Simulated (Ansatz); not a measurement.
# Does disorder add resistance in series? Au(111) layers displaced at 180 K

Two lengths of the disordered region are known. What area resistance does the third give?

How it was computed: Ansatz 0.2.0, plane waves with PAW datasets at their recommended cutoffs (420 eV for most), Fermi-Dirac smearing; ballistic transmission by layer matching. The area resistance is RA = A (h/2e²)(1/T − 1/N), with T the zone-mean transmission per spin and N the lead's channels, both averaged over a few energies near the Fermi level; for magnets each spin is taken apart, with h/e², and the two conduct in parallel. Lateral cell 2x2, PBE, a fresh random draw for each length. Atoms are displaced independently, by 0.0707 Å r.m.s. per direction; each RA is scaled by the nominal over the drawn mean square displacement.

Results; the value marked ? is to be predicted:

| length (Å) | channels N | RA (fΩ m²) |
| --- | --- | --- |
| 9.42 | 3.210 | 0.0302 |
| 18.8 | 3.210 | 0.0552 |
| 28.3 | 3.210 | ? |

**Fit on the rows shown.**

Ohm's law makes RA linear in the length: the slope is (0.0552 − 0.0302)/(18.8 − 9.42) = 2.66×10⁻³ fΩ m² per Å, or 2.7 µΩ cm. Then 0.0552 + 2.66×10⁻³ × 9.42. Predicted: 0.0802 fΩ m².

Check against the run:

0.0811 fΩ m², so the prediction is 1.1 % too low. The three lengths together give 2.7 µΩ cm. The two increments are 0.025 and 0.026 fΩ m², roughly as Ohm's law has it, though with one draw for each length that is a weak test.

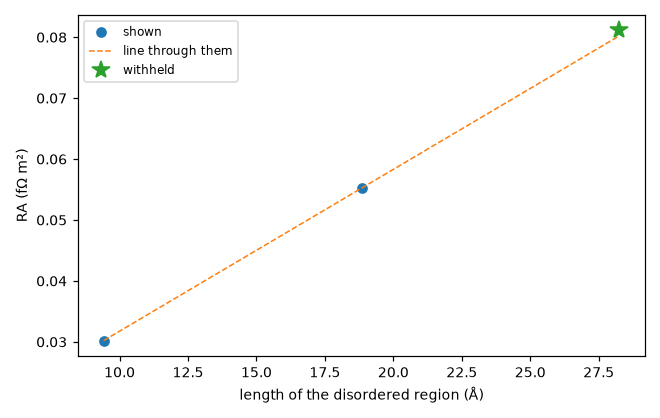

Area resistance against length.

**Limits.** The scatterers repeat sideways with the small cell. The slope is a raw one; a model of isotropic scattering puts it 1.22 times the bulk value over these lengths. Spin-orbit coupling is left out, which matters for Au.
